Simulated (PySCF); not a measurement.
```xyz
13

C    -2.0268   -0.2296    0.1211
C    -0.7239   -0.0588    0.0367
C     0.1697   -0.1947   -1.1778
Si    1.7165    0.0051   -0.0664
Cl    2.9167    1.5860   -0.4299
C     0.2558    0.2817    1.1396
H    -2.6229   -0.4861   -0.7392
H    -2.5533   -0.1180    1.0545
H     0.0320   -1.1372   -1.7044
H    -0.0042    0.6020   -1.9015
H     2.5410   -1.1790    0.1459
H     0.1242    1.3024    1.4994
H     0.1709   -0.3734    2.0042
```

Geometry: GFN2-xTB.

These are results of PySCF 2.14.0, CAM-B3LYP/def2-SVPD, SCF density, gas phase, not measurements.

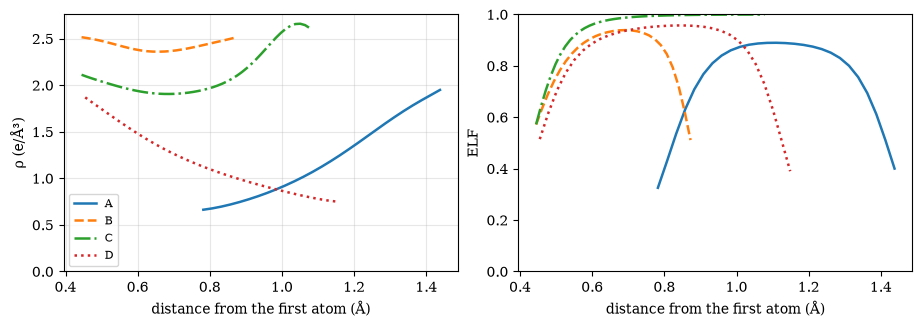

C4H7ClSi. Electron density and ELF along straight lines between neighbouring atoms. The curves leave out the atomic cores.

**Which curve belongs to which contact (C–C, C–H, C–Si and Si–Cl)? The first atom named is at distance zero.**

Curve A: Si–Cl (2.02 Å): ρ is about 0.92 e/Å³ halfway; the ELF peaks at about 0.90 between the atoms: a polar covalent bond. Curve B: C–C (1.32 Å): ρ at the midpoint is about 2.4 e/Å³; the ELF peaks at about 0.95 between the atoms; a multiple bond. Curve C: C–H (1.08 Å): the density is about 2 e/Å³ at the midpoint; the ELF climbs to about 1 towards the hydrogen, as it does in any bond to H (an ordinary covalent bond to hydrogen). Curve D: C–Si (1.91 Å): ρ at the midpoint is about 0.91 e/Å³; the ELF peaks at about 0.95 between the atoms, as expected for localised, covalent bonding.
